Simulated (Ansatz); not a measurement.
**Fields on a plane of CaPd3O4 (space group Pm-3n)**

```xyz
16
Lattice="5.7264 0.0000 0.0000 0.0000 5.7264 0.0000 0.0000 0.0000 5.7264" Properties=species:S:1:pos:R:3 pbc="T T T"
Ca     2.8632     2.8632     2.8632
Ca     0.0000     0.0000     0.0000
Pd     0.0000     2.8632     1.4316
Pd     0.0000     2.8632     4.2948
Pd     1.4316     0.0000     2.8632
Pd     4.2948     0.0000     2.8632
Pd     2.8632     1.4316     0.0000
Pd     2.8632     4.2948     0.0000
O      1.4316     1.4316     1.4316
O      4.2948     4.2948     4.2948
O      1.4316     4.2948     4.2948
O      4.2948     1.4316     1.4316
O      4.2948     4.2948     1.4316
O      1.4316     1.4316     4.2948
O      4.2948     1.4316     4.2948
O      1.4316     4.2948     1.4316
```

The slice is a {100} plane (indices of the conventional cell) through the point (0.000, 0.500, 0.750) (fractional), spanned by u = [100] and v = [010] in vectors of this cell: u (5.73 Å) and v (5.73 Å, at 90° to u). It covers one period; positions are fractions (u, v).

Atoms on it: Pd at (0.00, 0.00); O at (0.75, 0.25); O at (0.25, 0.25); O at (0.25, 0.75); O at (0.75, 0.75).

Calculation: PBEsol (plane waves to 420 eV, PAW, scalar-relativistic; Ansatz, a first-principles code). k mesh 7×7×7. Near the nuclei the fields are pseudised (PAW); where an atom keeps semicore shells as valence, they peak there. At this level the bands of CaPd3O4 touch or barely overlap. CaPd3O4 is run without spin polarisation and with no Hubbard U. CaPd3O4 was relaxed with its symmetry unable to fall.

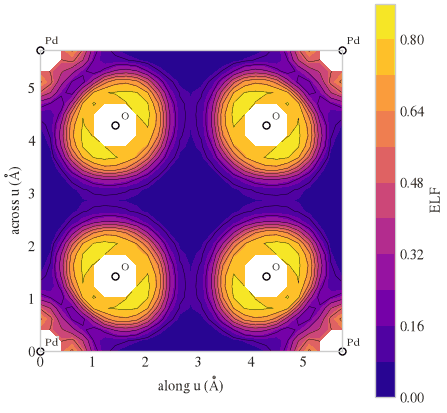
*Electron localisation function (ELF), one period of the plane, atoms marked. Points within 0.4 Å of a nucleus are left white, as the pseudised field means little there.*

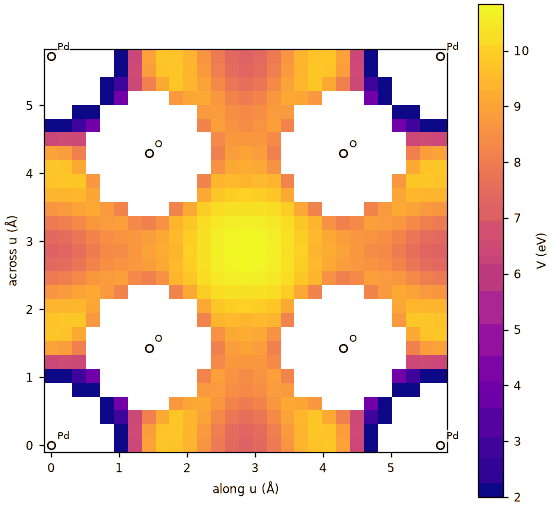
Figure. Electrostatic potential energy of an electron, from the cell's mean, in eV, one period of the plane, atoms marked. Points within 0.9 Å of a nucleus are left white, as the pseudised field means little there. Values under 2 eV are set to 2. The zero, the cell's mean, hangs on the PAW cores.

| Quantity | Result |
|---|---|
| Density on the Pd–O line (2.02 Å) at its density minimum, 1.1 Å from Pd | 0.75 e/Å³ |
| ELF at that point | 0.2 |
